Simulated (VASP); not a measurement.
Band structure of Mg₂Sn (antifluorite). These are rev-vdW-DF2, VASP's PBE PAW potentials (set 64) (plane waves; VASP 6.6.1) values and carry that method's errors.

Unless said otherwise, spin-orbit coupling is left out, though it shifts the bands of the heavy elements here.

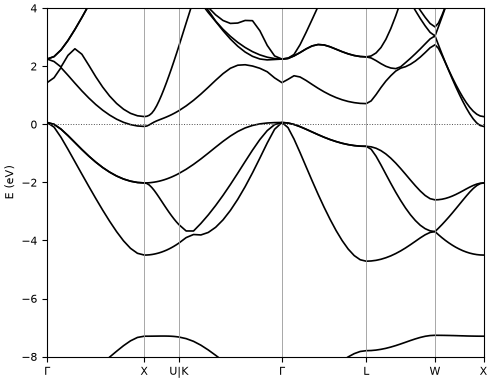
Figure. Bands along high-symmetry lines, zero at the valence-band maximum or, without a gap, the Fermi level

Problem. Read the plot: is there a gap, and where are the band edges?

Solution. It has no gap at this level: it comes out as a metal or semimetal. (Edges off the drawn lines would not show.)

Measured: gap 0.36 eV (computed value off by -0.36 eV), as given by Byungki Ryu et al., Journal of the Korean Physical Society (2019), arXiv:1905.06140.

The compound is Mg2Sn in the antifluorite structure. It was relaxed first.
